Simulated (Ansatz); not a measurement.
Fields on a plane of Mg2Si (antifluorite type, space group Fm-3m)

```yaml
crystal:
  lattice:
    - [0.00000, 3.16298, 3.16298]
    - [3.16298, 0.00000, 3.16298]
    - [3.16298, 3.16298, 0.00000]
  atoms:
    - { symbol: Si, position: [0.00000, 0.00000, 0.00000] }
    - { symbol: Mg, position: [0.25000, 0.25000, 0.25000] }
    - { symbol: Mg, position: [0.75000, 0.75000, 0.75000] }
```

The slice is a {100} plane (indices of the conventional cell) through the point (0.750, 0.750, 0.750) (fractional), spanned by u = [100] and v = [0 1 -1] in vectors of this cell: u (4.47 Å) and v (4.47 Å, at 90° to u). It covers one period; positions are fractions (u, v).

Atoms on it: Mg at (0.50, 0.50); Mg at (0.00, 0.00).

All values below come from PBEsol (plane waves to 420 eV, PAW, scalar-relativistic; Ansatz, an electronic-structure program). k mesh 9×9×9. These are valence fields of a PAW run, semicore shells included where kept as valence: close to a nucleus they are smooth pseudo fields. Mg2Si was relaxed with its symmetry unable to fall.

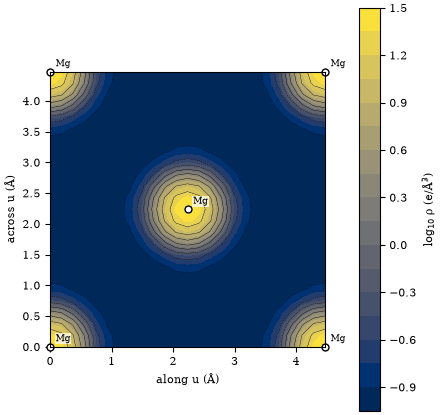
Figure. Log₁₀ of the valence density in e/Å³, one period of the plane, atoms marked. The scale is logarithmic, as a density can span decades between atoms and voids.

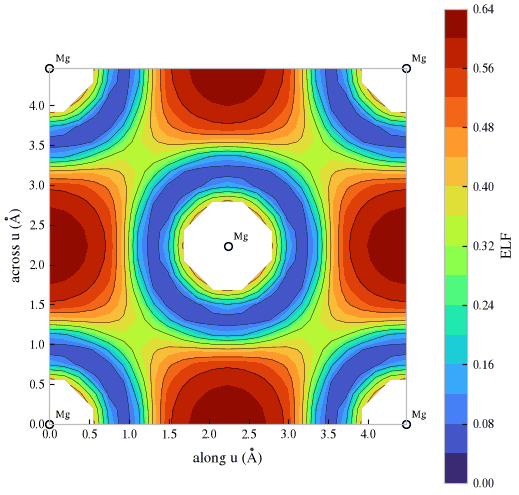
Figure. Electron localisation function (ELF), one period of the plane, atoms marked. Points within 0.5 Å of a nucleus are left white, as the pseudised field means little there.
